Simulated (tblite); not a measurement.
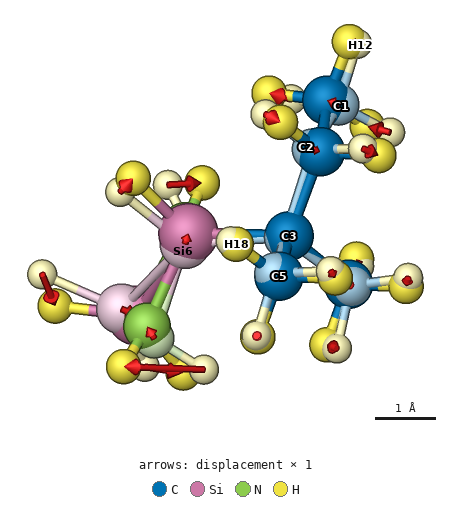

A relaxation of C5H16N2Si2. The starting structure is drawn faded, the final one solid; red arrows show the displacements, at their true length. The two geometries are superimposed by the best rigid fit.

Style: ball-and-stick. Shown from a free direction.

The calculation used tblite, GFN2-xTB geometry optimisation, gas phase. 

What did the optimiser do to the structure, and how much energy did it gain?

Answer. An H atom moves most after the best rigid fit: 1.62 Å. Largest moves by element: H 1.62 Å, Si 0.29 Å, N 0.25 Å, C 0.22 Å. Near-neighbour distances that change, for instance: Si–Si 2.420 → 2.599 Å, C–C 1.571 → 1.532 Å, N–Si 1.702 → 1.740 Å, C–H 1.106 → 1.089 Å. Bond angles that change, for instance: Si–N–H 104.7° → 130.7°, Si–N–H 105.7° → 130.9°, Si–N–H 107.6° → 131.2°. After 152 geometry steps the energy has fallen by 133.2 kJ/mol.
